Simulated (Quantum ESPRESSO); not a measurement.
## MnO2 (Pyrolusite): exchange couplings by hand from total energies

Aim: get Heisenberg couplings of MnO2 (Pyrolusite) from the energies of collinear orders, with pencil and paper, and test them on an order left out of the fit.

Main program and level: Quantum ESPRESSO 7.5; PBE with U = 4 eV on Mn d (ortho-atomic projectors); plane waves with GBRV 1.5 PBE potentials, no spin-orbit coupling.

The experiments to compare with:

For MnO2, rutile (bulk crystal), “Local electronic structure of dilute hydrogen in beta-MnO2” (2024, arxiv:2401.02109) quotes earlier work: moment (ordered Mn moment in helical phase) 2.34 μB [Earlier experimental value quoted in discussion; measurement temperature and sample not …].

## Step 1: The structure

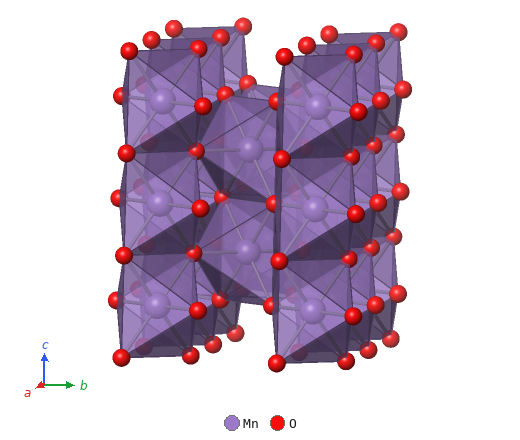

The cell as given, slightly off an axis (manganese light purple, oxygen red). 2×1×2 cells are drawn. Some periodic images of atoms are drawn too.

The cell comes from the Crystallography Open Database.

## Step 2: The parallel order

All energies count from this run.

pw.in reads:

```
&CONTROL
  calculation = 'scf'
  prefix = 'pwscf'
  outdir = './tmp'
  pseudo_dir = './pseudo'
  disk_io = 'nowf'
/
&SYSTEM
  ibrav = 0
  celldm(1) = 8
  nat = 6
  ntyp = 2
  ecutwfc = 40
  ecutrho = 280
  nbnd = 42
  occupations = 'smearing'
  smearing = 'fd'
  degauss = 0.00367493
  nspin = 2
  starting_magnetization(1) = 0.3
  starting_magnetization(2) = 0
/
&ELECTRONS
  conv_thr = 1.2d-08
  electron_maxstep = 150
  mixing_beta = 0.3
/
ATOMIC_SPECIES
Mn     54.9380 mn_pbe_v1.5.uspp.F.UPF
O      15.9990 o_pbe_v1.2.uspp.F.UPF
CELL_PARAMETERS alat
   1.0389478017427    0.0000000000000    0.0000000000000
   0.0000000000000    1.0389478017427    0.0000000000000
   0.0000000000000    0.0000000000000    0.6786478945062
ATOMIC_POSITIONS crystal
Mn      0.0000000000    0.0000000000    0.0000000000
Mn      0.5000000000    0.5000000000    0.5000000000
O       0.3051500000    0.3051500000    0.0000000000
O       0.1948500000    0.8051500000    0.5000000000
O       0.6948500000    0.6948500000    0.0000000000
O       0.8051500000    0.1948500000    0.5000000000
K_POINTS automatic
8 8 8 0 0 0
HUBBARD {ortho-atomic}
U Mn-3d 4.0000
```

Launch:

```console
OMP_NUM_THREADS=1 mpirun -n 4 pw.x -nk 4 -in pw.in > pw.out
```

The program printed:

```text
Program PWSCF v.7.5 starts
     [... lines left out ...]
     number of atoms/cell      =            6
     [... lines left out ...]
     number of electrons       =        54.00
     number of Kohn-Sham states=           42
     kinetic-energy cutoff     =      40.0000  Ry
     charge density cutoff     =     280.0000  Ry
     scf convergence threshold =      1.2E-08
     [... lines left out ...]
     16 Sym. Ops., with inversion, found ( 8 have fractional translation)
     [... lines left out ...]
     number of k points=    75  Fermi-Dirac smearing, width (Ry)=  0.0037
     [... lines left out ...]
     iteration # 15     ecut=    40.00 Ry     beta= 0.30
     [... lines left out ...]
     Magnetic moment per site  (integrated on atomic sphere of radius R)
     atom   1 (R=0.183)  charge= 11.6192  magn=  2.7079
     atom   2 (R=0.183)  charge= 11.6192  magn=  2.7079
     atom   3 (R=0.183)  charge=  5.2404  magn= -0.0650
     atom   4 (R=0.183)  charge=  5.2404  magn= -0.0650
     atom   5 (R=0.183)  charge=  5.2404  magn= -0.0650
     atom   6 (R=0.183)  charge=  5.2404  magn= -0.0650
     [... lines left out ...]
     Tr[ns(  1)] (up, down, total) =   4.05441  0.94043  4.99484
     [... lines left out ...]
     Tr[ns(  2)] (up, down, total) =   4.05441  0.94043  4.99484
     [... lines left out ...]
     the Fermi energy is    10.4727 ev
!    total energy              =    -551.36549226 Ry
     estimated scf accuracy    <          4.9E-09 Ry
     smearing contrib. (-TS)   =      -0.00034171 Ry
     [... lines left out ...]
     total magnetization       =     6.03 Bohr mag/cell
     absolute magnetization    =     6.91 Bohr mag/cell
     convergence has been achieved in  15 iterations
   JOB DONE.
```

The job ended after 67 s (4 MPI ranks of Intel Xeon Platinum 8259CL at 2.50GHz (Skylake/Cascade Lake), shared host; peak memory 0.57 GiB; 4.5 min of CPU time).

Spin moment in the atom's sphere by atom:

```tsv
atom	spin moment in the atom's sphere (μB)
Mn1	2.71
Mn2	2.71
O3	-0.07
O4	-0.07
O5	-0.07
O6	-0.07
```

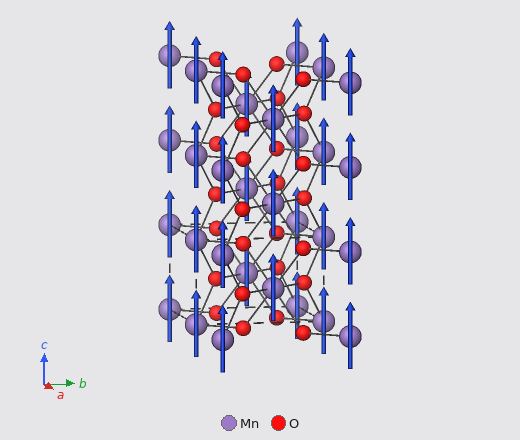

Spin moment in the atom's sphere as arrows, the longest 2.71 μB. Up and down stand for the sign. Arrows give size and sign along the axis of quantisation, drawn up and down the page. 2×1×3 cells are drawn. Some periodic images of atoms are drawn too.

This step gave:

```yaml
smearing_term_ts: 0.004649 eV
magnetization: 6.03 μB
absolute_magnetization: 6.915 μB
final_state: ferromagnetic
```

## Step 3: The orders used for the fit

The other orders were run with the same settings, on meshes that hold the same points. Free energies are divided by the number of Mn atoms; q is in fractions of the reciprocal vectors of the first run's cell.

```tsv
order	atoms	mesh	free energy (eV)	eV per Mn	largest moment (μB)
F ++	6	8×8×8	-7501.7097	-3750.8548	2.71
AF +-	6	8×8×8	-7501.7403	-3750.8701	2.61
AF q=(0,0,1/2) +-+-	12	8×8×4	-15003.4556	-3750.8639	2.60
```

## Step 4: Counting neighbours

With E = −Σ J e_i·e_j over ordered pairs of unit vectors, turning a neighbour from parallel to opposed costs 2J a Mn atom. So an order lies 2 Σ n J over the parallel one, n being the opposed neighbours in each shell.

```tsv
shell	distance (Å)	neighbours	opposed in AF +-	opposed in AF q=(0,1/2,0) +-+-	opposed in AF q=(0,0,1/2) +-+-	opposed in AF q=(1/2,1/2,0) +-+-	opposed in AF q=(0,1/2,1/2) +-+-
J1	2.87	2	0	0	2	0	2
J2	3.43	8	8	4	4	4	4
J3	4.40	4	0	2	0	4	2
```

Only J1 and J2 are kept.

## Step 5: Solving

```
2 × 8 × J2 = -15.3 meV    (AF +-)
2 × 2 × J1 + 2 × 4 × J2 = -9.1 meV    (AF q=(0,0,1/2) +-+-)
J1 = -0.36 meV
J2 = -0.96 meV
```

## Step 6: The test

The couplings now give the orders that were left out:

```
2 × 4 × (-0.96) = -7.7 meV    (AF q=(0,1/2,0) +-+-)
2 × 4 × (-0.96) = -7.7 meV    (AF q=(1/2,1/2,0) +-+-)
2 × 2 × (-0.36) + 2 × 4 × (-0.96) = -9.1 meV    (AF q=(0,1/2,1/2) +-+-)
```

The runs themselves:

```tsv
order	atoms	mesh	free energy (eV)	eV per Mn	largest moment (μB)	over the parallel order (meV)	foretold (meV)
AF q=(0,1/2,0) +-+-	12	8×4×8	-15003.4669	-3750.8667	2.64	-11.9	-7.7
AF q=(1/2,1/2,0) +-+-	12	4×8×8	-15003.4589	-3750.8647	2.66	-9.9	-7.7
AF q=(0,1/2,1/2) +-+-	12	8×4×8	-15003.4859	-3750.8715	2.61	-16.6	-9.1
```

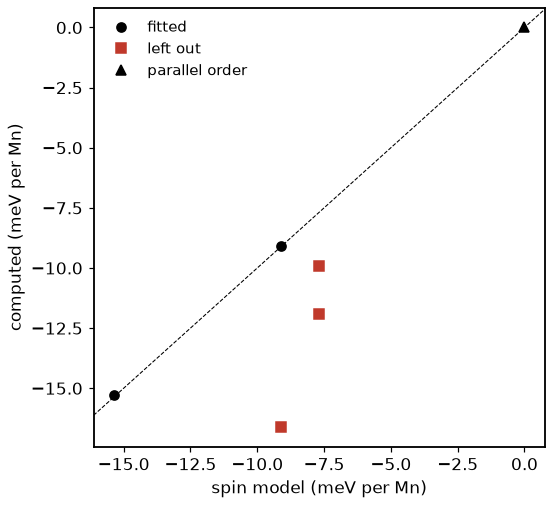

Computed energies of the orders against the model; the dashed line marks agreement.

## Step 7: Outcome

```
J1 (Mn–Mn at 2.87 Å)                : -0.36 meV
J2 (Mn–Mn at 3.43 Å)                : -0.96 meV
largest miss on the orders left out : 7.5 meV
```

What this shows: The model misses the 3 orders left out by 7.5 meV at most, 45 % of the largest energy difference, so it fails: these couplings alone don't describe the crystal. The largest moment changes by 3.9 % between the orders. Shells that were dropped are folded into the couplings or show in the miss. A computed site moment is spin alone and hangs on the region that is counted: the program's spheres do not touch and miss the tail of the moment. Measured moments hold any orbital part as well, and belong to the order of the sample, which need not be the order of this run.

Comparison with the measured values:

| quantity | measured | in the sphere | projected shell |
| --- | --- | --- | --- |
| moment (Mn) (μB) | 2.34 | 2.61 (+11.7 %) | 3.00 (+28.2 %) |

Measured values from arxiv:2401.02109 (2024).

How well it matches: For the moment, of the levels listed nearest comes in the sphere (+11.7 %) and farthest projected shell (+28.2 %). No cell relaxation is part of this session.

[Logs and program files are shortened in this print: banners, set-up blocks, solver, clock and traceback lines can be left out without a mark of their own.]

[Logs are printed without paths, hosts, clocks, repeated set-up lines and the standing remarks that a program may print on its own settings, such as how far it seeks lower states.]

[Hosts, paths, dates, database ids (printed as entryN), source tags and the programs' standing remarks are cut or masked in the printed files.]

[Where a cell is said to come from a database of computed structures, the database is the Materials Project.]
